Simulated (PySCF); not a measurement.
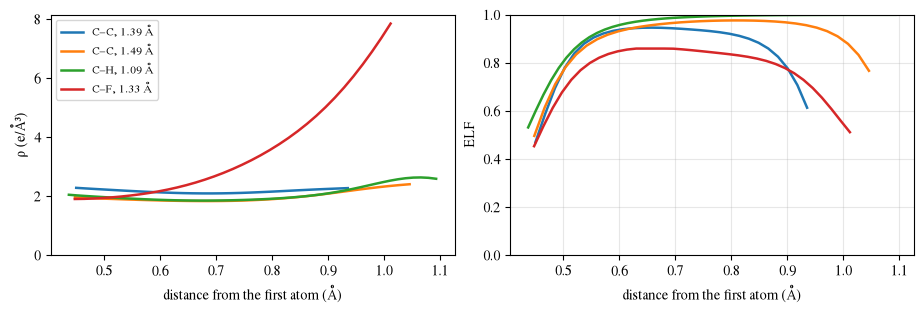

*C$_{8}$H$_{3}$F$_{6}$ (charge −1). Total electron density and electron localisation function along straight lines between neighbouring atoms. The curves leave out the atomic cores.*

Geometry: PBE0-D3(BJ)/ma-def2-SVP.

Computed with DFT single point, gas phase, functional wB97X (PySCF).

```xyz
17

F    -3.2462   -0.5926   -1.4546
C    -2.8620   -0.1517   -0.2224
F    -3.5696    0.9450    0.0157
F    -3.3309   -1.1015    0.6374
C    -1.3677    0.0161   -0.1214
C    -0.8224    1.2834    0.1474
C     0.5951    1.2554    0.2026
C     1.3701    0.1070    0.0120
C     2.8601    0.1392    0.1117
F     3.3681    1.3787    0.1889
F     3.4679   -0.4512   -0.9451
F     3.3271   -0.5238    1.1998
C     0.7553   -1.1264   -0.2569
C    -0.6279   -1.1661   -0.3249
H     1.1389    2.1878    0.4041
H     1.3524   -2.0284   -0.4129
H    -1.1295   -2.1171   -0.5373
```

Q: What can be read from the curves?

A: C–C (1.39 Å): ρ is about 2.1 e/Å³ halfway; the ELF peaks at about 0.95 between the atoms: localised, covalent bonding.
C–C (1.49 Å): ρ at the midpoint is about 1.9 e/Å³; the ELF peaks at about 1 between the atoms (localised, covalent bonding).
C–H (1.09 Å): the density is about 1.9 e/Å³ at the midpoint; the ELF climbs to about 1 towards the hydrogen, as it does in any bond to H: an ordinary covalent bond to hydrogen.
C–F (1.33 Å): the density is about 2.5 e/Å³ at the midpoint; the ELF peaks at about 0.85 between the atoms; a shared but strongly polarised pair.
